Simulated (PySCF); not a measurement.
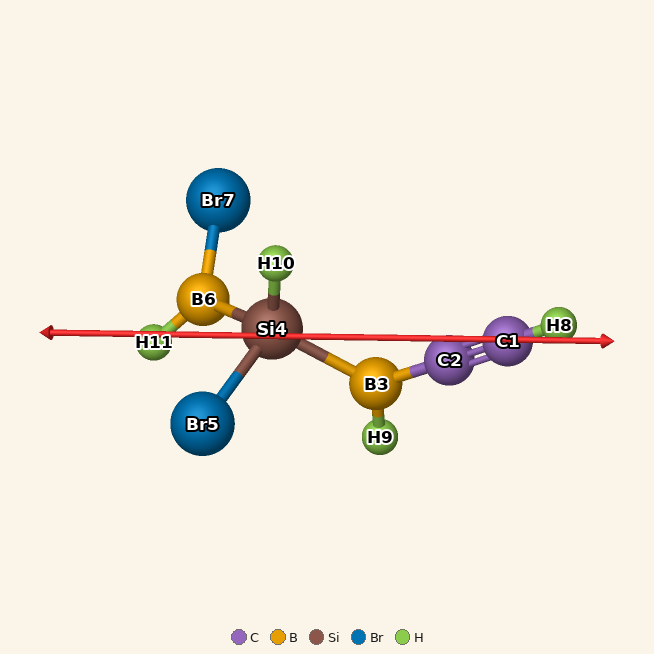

The double arrow shows the direction of the transition dipole to excited singlet state 6 (its length means nothing). Computed geometry: GFN2-xTB optimisation. No frequency run is at hand to confirm it as a minimum. Level of theory: TDDFT CAM-B3LYP/def2-SVPD, vertical, gas phase, core orbitals frozen in the response (PySCF 2.14.0).

### Where does the transition lie, and how strong is it?

5.25 eV (236 nm), oscillator strength 0.16, of mixed character, with the largest part HOMO−4 → LUMO (weight 0.38); transition dipole 2.82 D.

The geometry is semi-empirical. Around B, Br, Si such bond lengths and angles can be off by a tenth of an ångström or more and by several degrees, and values that hang on the shape move with them.
